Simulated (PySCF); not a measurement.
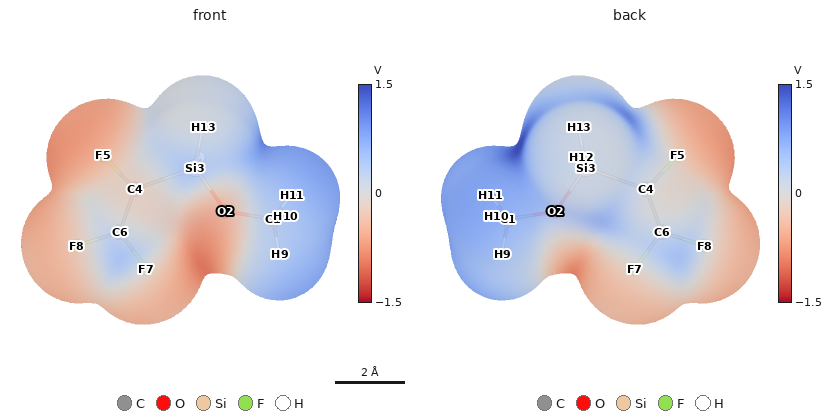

C₃H₅F₃OSi (SMILES CO[SiH2]C(F)=C(F)F). The molecular electrostatic potential painted on the density surface at 0.001 e/bohr³, seen from the front and from behind; red is negative and blue positive.

Geometry: GFN2-xTB.

The calculation used PBE0/pcSseg-1, SCF density, gas phase, non-relativistic (PySCF 2.14.0).

The calculation's input:

```
{"job": {"kind": "nmr", "xc": "PBE0", "basis": "pcSseg-1"}, "charge": 0, "multiplicity": 1}
C     -2.163910    -0.833478    -0.076222
O     -0.866778    -0.365791    -0.306577
Si    -0.112674     0.951235     0.224190
C      1.630138     0.698689    -0.469333
F      2.351948     1.836154    -0.591723
C      2.228977    -0.431164    -0.808970
F      1.654662    -1.622155    -0.721762
F      3.468308    -0.564835    -1.273242
H     -2.259121    -1.802039    -0.566735
H     -2.349920    -0.948489     0.993191
H     -2.901627    -0.142052    -0.488595
H     -0.043494     1.031815     1.685227
H     -0.640898     2.192597    -0.339672
```

Run with:

```sh
OMP_NUM_THREADS=1 python probes_run.py task.json out
```

Describe the electrostatic potential map.

Answer. The most negative region (about −0.9 V) lies over O2 and F7, the most positive (about +1.4 V) over Si3.

What dipole moment does the calculation give?

Answer. Its dipole moment is 3.20 D.
